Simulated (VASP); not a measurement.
Data:

```xyz
2
Lattice="1.8277 -3.1656 0.0000 1.8277 3.1656 0.0000 0.0000 0.0000 5.6507" Properties=species:S:1:pos:R:3 pbc="T T T"
Ho     1.8277     1.0552     1.4127
Ho     1.8277    -1.0552     4.2380
```

These are RPBE GGA, VASP's PBE PAW potentials (set 64) (plane waves; VASP) values and carry that method's errors. Settings: 520 eV cut-off, 13×13×7 Γ-centred mesh, tetrahedra with Blöchl corrections, potentials Ho_3.

The 4f electrons are frozen in the core of the lanthanide potential, so 4f levels, which can set the real gap, and their magnetism are missing.

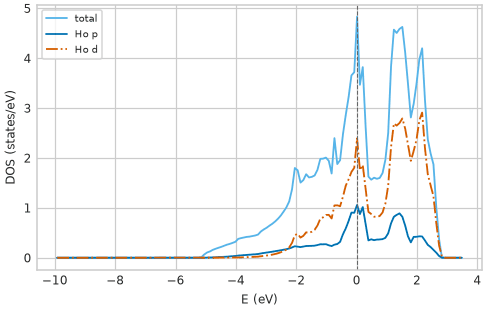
Fig. 1. Total and projected density of states, zero at the Fermi level

Within 2 eV below the Fermi level the largest weight inside VASP's projection spheres is Ho d, then Ho p.

It has no gap at this level: it comes out as a metal or semimetal.

The compound is Ho in the hcp structure. It was relaxed first.
